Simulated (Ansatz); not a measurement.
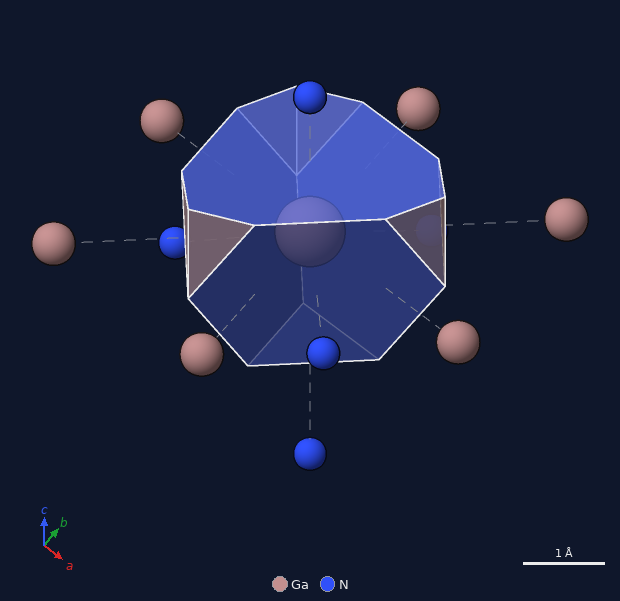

Voronoi–Dirichlet polyhedron, computed geometrically; every face belongs to one neighbour and no atomic radii are used. Central atom: Ga (2b) in GaN; faces take the colour of the neighbour behind them. Source: a calculation's input that goes back to an entry of the Crystallography Open Database (an earlier step may have relaxed or displaced it).

GaN, space group P6_3mc (No. 186), a = 3.183 Å, b = 3.183 Å, c = 5.184 Å, α = 90.00°, β = 90.00°, γ = 120.00°

```tsv
site	Wyckoff	x	y	z
Ga	2b	0.3333	0.6667	0.9991
N	2b	0.3333	0.6667	0.3759
```

### What is the volume of this Voronoi cell?

11.4 Å³, equal to the mean volume per atom.

### How many faces does the cell have, and of which kinds?

11 faces, index ⟨7,0,0,3,0,0,1⟩.
